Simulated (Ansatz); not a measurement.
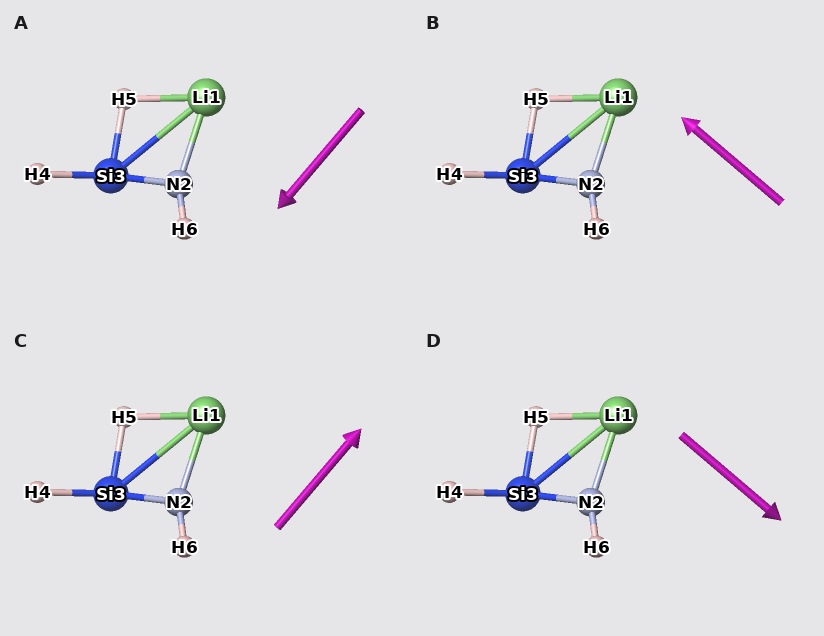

The same molecule four times, each with an arrow. Charge 0, doublet. The computed structure is the end point of a PBE0-D4/def2-TZVP optimisation. No frequency run is at hand to confirm it as a minimum. Level of theory: UKS PBE0-D4/def2-TZVP (Ansatz 0.2.0).

Question: Which arrow points along the dipole moment, from the negative to the positive end?

Answer: C. The dipole moment is 4.51 D; it points from the side of H4 to the side of Li1 (the outermost atoms at the two ends).
